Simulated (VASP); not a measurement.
Band structure of NaCl (relaxed from the NiAs type structure, space group P6_3/mmc). These are PBEsol GGA, VASP's PBE PAW potentials (set 64) (plane waves; VASP 6.6.1) values and carry that method's errors.

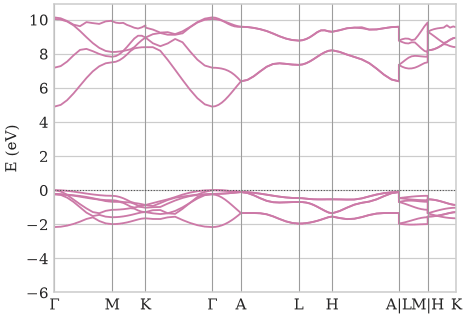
Bands along high-symmetry lines, zero at the valence-band maximum or, without a gap, the Fermi level

Task: Read the plot: is there a gap, and where are the band edges?

Result: The gap is direct, 4.90 eV, from the valence maximum at Γ to the conduction minimum at Γ. (Edges off the drawn lines would not show.)

The structure was generated: NaCl was put into the NiAs type type (P6_3/mmc), which need not be its known phase. It was relaxed first, which changed the volume by -6 %.
